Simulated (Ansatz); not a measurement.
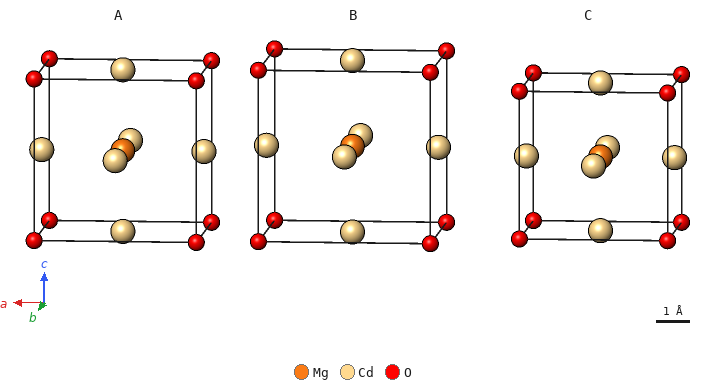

3 geometries from one relaxation of a crystal of MgCd₃O (a generated structure, set up in Pm-3m) (coarse preliminary run), in shuffled order. A ball-and-stick model of the cell of the calculation, seen from a free direction.

The calculation used DFT PBE, scalar-relativistic, plane waves, PAW in Ansatz 0.2.0. Settings: plane-wave cutoff 420 eV; k-point mesh 4 × 4 × 4; occupations gaussian; smearing width 0.1 eV; no spin polarisation; cell and atoms relaxed; force threshold 0.04 eV/Å; at most 70 steps.

### Order the frames from highest to lowest energy.

C, A, B. They are steps 0, 2, 7, at +2.038 eV per cell of the calculation, +0.347 eV per cell of the calculation relative to the last. No atom moves by more than 0.005 Å relative to the cell. The drawn cell changes as follows: a = b = c 4.632 → 5.376 Å (+16.1 %); the volume changes by +56.3 %. Some distances before and after: Cd–Mg 2.316 → 2.688 Å. The space group stays Pm-3m (No. 221). The energy falls by 2.038 eV per cell of the calculation in 5 accepted moves (7 points after the start). All forces vanish by symmetry, so only the cell relaxes. Pressure: 18.58 GPa at the start and 0.05 GPa at the end. The SCF was repeated twice at an unchanged geometry on a basis and grid sized afresh for the cell, which shifted the energy by 0.178 eV per cell of the calculation at most.

Limits of the set-up: layers or molecules are held without a dispersion correction, so their spacing is unreliable.
